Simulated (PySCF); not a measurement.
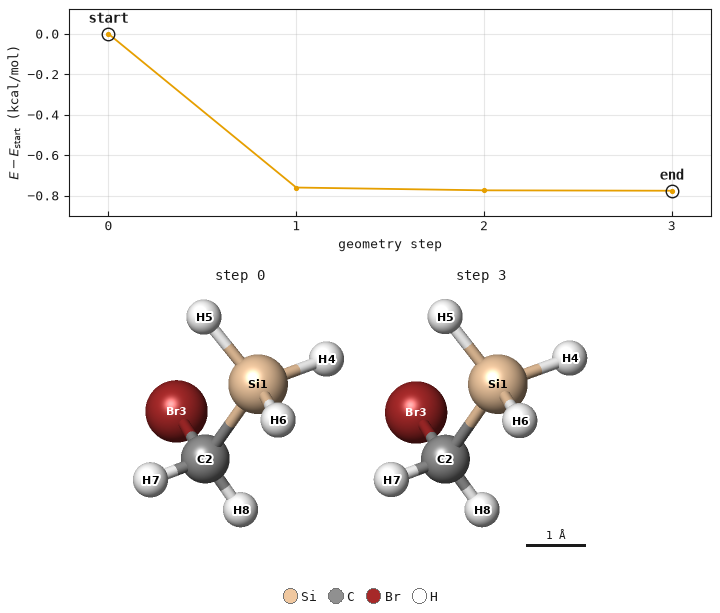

First and last geometry of a relaxation of CH$_{5}$BrSi, with the history of the run. Style: ball-and-stick. Shown from a free direction.

The start comes from GFN2-xTB. Its atoms were then displaced at random by about 0.01 Å.

Level of theory: PySCF, PBE0-D3(BJ)/def2-TZVP geometry optimisation, gas phase. 

Question: What do the curves and the structures tell?

Answer: It converged. After 3 geometry steps the energy has fallen by 0.78 kcal/mol. The largest move after the best rigid fit is that of H4, 0.050 Å. Largest moves by element: H 0.050 Å, Br 0.037 Å, Si 0.030 Å, C 0.024 Å. Near-neighbour distances that change, for instance: Si1–H6 1.450 → 1.489 Å, Si1–H4 1.455 → 1.483 Å, Si1–H5 1.488 → 1.483 Å, C2–H8 1.084 → 1.089 Å. Bond angles that change, for instance: H4–Si1–H6 113.0° → 109.5°, C2–Si1–H4 107.2° → 109.4°.

```
step  E − E(0), kcal/mol
   0                0.00
   1               -0.76
   2               -0.77
   3               -0.78
```
